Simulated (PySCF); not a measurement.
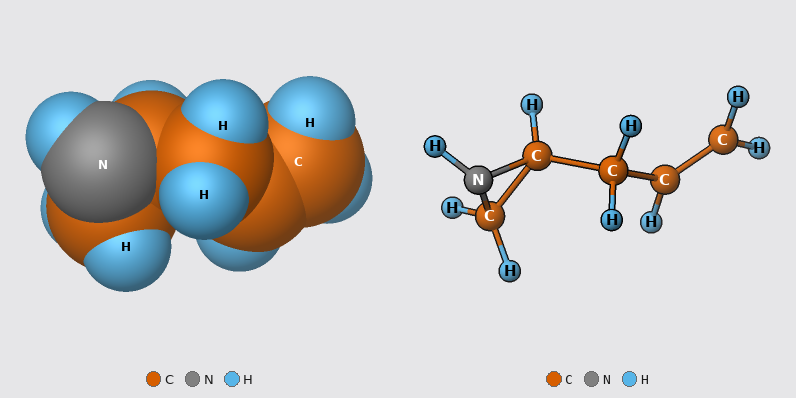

The same structure drawn twice, from different directions.

The computed structure is the end point of a GFN2-xTB optimisation. No frequency run is at hand to confirm it as a minimum.

Identify the structure.

The molecule is C5H9N. Its SMILES string is `C=CC[C@H]1CN1`. Independent rings (smallest set): 1 of 3 members. Among its groups: secondary amine, alkene. This geometry has C1 symmetry. Coordination, clear cases only: 2 C trigonal planar; 1 C tetrahedral; 1 N trigonal pyramidal.

The parts below concern this one geometry. Atoms keep their numbers from picture to picture.

Electronic properties

No frequency run is at hand to confirm it as a minimum. Method: PBE0/pcSseg-1, gas phase (PySCF 2.14.0).

Computed properties:

- dipole moment: 1.52 D
- HOMO energy (Kohn–Sham orbital): −7.02 eV
- LUMO energy (Kohn–Sham orbital): 0.45 eV
- HOMO–LUMO gap: 7.47 eV

Bond orders

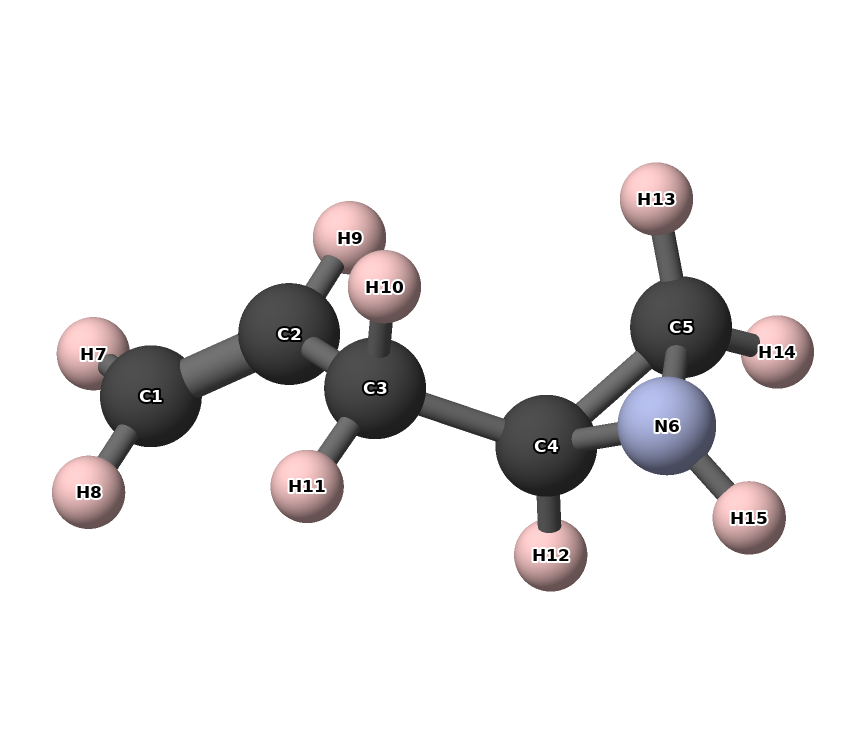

The thickness of each stick grows with its Mayer bond order. No frequency run is at hand to confirm it as a minimum. Level of theory: PBE0/pcSseg-1 (PySCF 2.14.0).

List the Mayer bond orders of C1–C2, C2–C3, C3–C4, C4–C5, C4–N6, C5–N6 (bonds between heavy atoms, one of each equivalent set).

| bond | Mayer order | length (Å) |
| --- | --- | --- |
| C1–C2 | 1.99 | 1.319 |
| C2–C3 | 1.03 | 1.497 |
| C3–C4 | 0.99 | 1.515 |
| C4–C5 | 0.97 | 1.479 |
| C4–N6 | 0.94 | 1.444 |
| C5–N6 | 0.96 | 1.446 |

NMR shielding

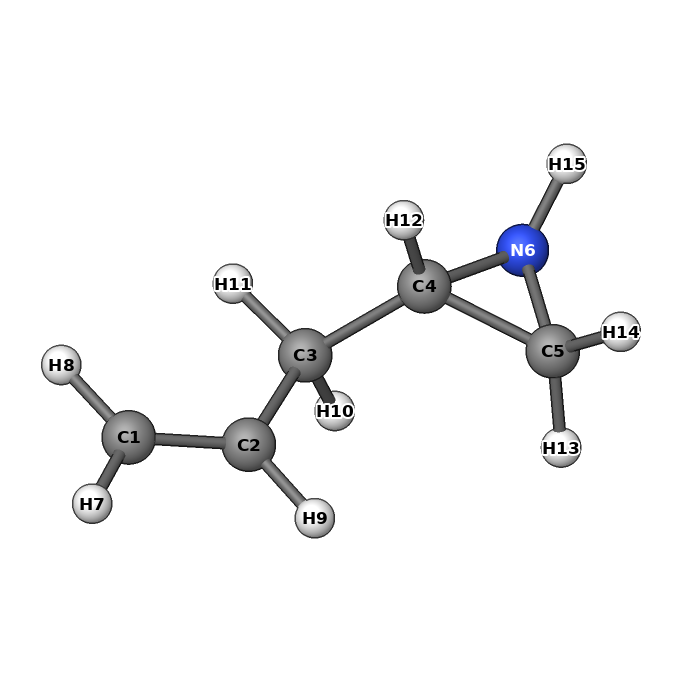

The questions are on isotropic NMR shieldings of the H atoms. No frequency run is at hand to confirm it as a minimum. Method: GIAO PBE0/pcSseg-1 NMR shielding, non-relativistic, gas phase (PySCF 2.14.0).

> Which H atom is the most shielded (lowest chemical shift)?

H15 (31.69 ppm).

> Which H atom is the least shielded (highest chemical shift)?

H9 (25.53 ppm).

> How wide is the range of H shifts?

6.16 ppm.

List the isotropic NMR shieldings of the H atoms.

| atom | σ (ppm) |
| --- | --- |
| H7 | 26.43 |
| H8 | 26.24 |
| H9 | 25.53 |
| H10 | 30.13 |
| H11 | 28.96 |
| H12 | 29.89 |
| H13 | 30.56 |
| H14 | 29.90 |
| H15 | 31.69 |

Ring current

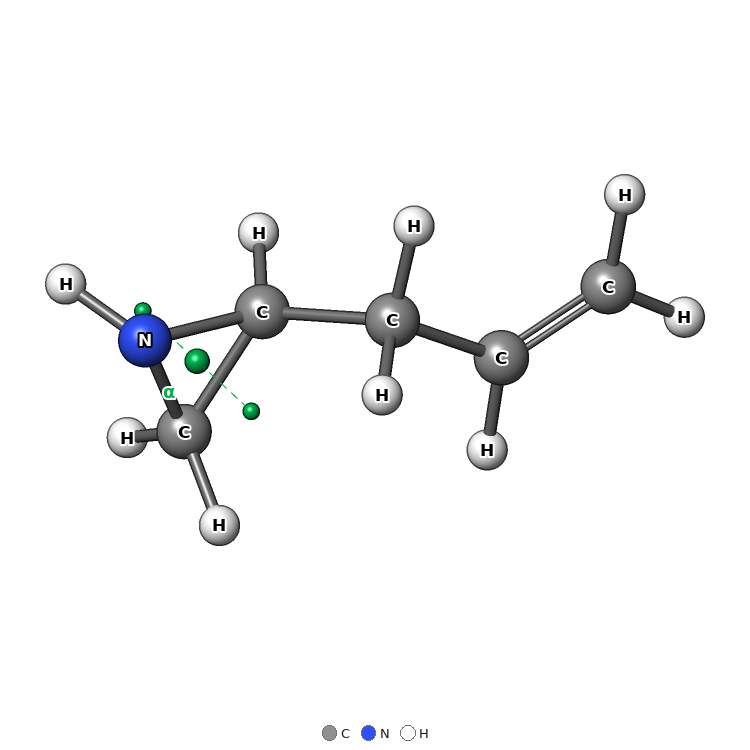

The small points mark where nucleus-independent chemical shifts (NICS) were computed: at the centre of each lettered ring and 1 Å above and below it. No frequency run is at hand to confirm it as a minimum. Properties computed with GIAO PBE0/pcSseg-1 NMR shielding, non-relativistic, gas phase (PySCF 2.14.0).

Give NICS(0), NICS(1) and the out-of-plane component NICS(1)zz for each ring (means of the two sides).

```
ring  members  NICS(0)  NICS(1)  NICS(1)zz
   α      C2N    −45.8     −7.1      −22.5
```

Values in ppm.
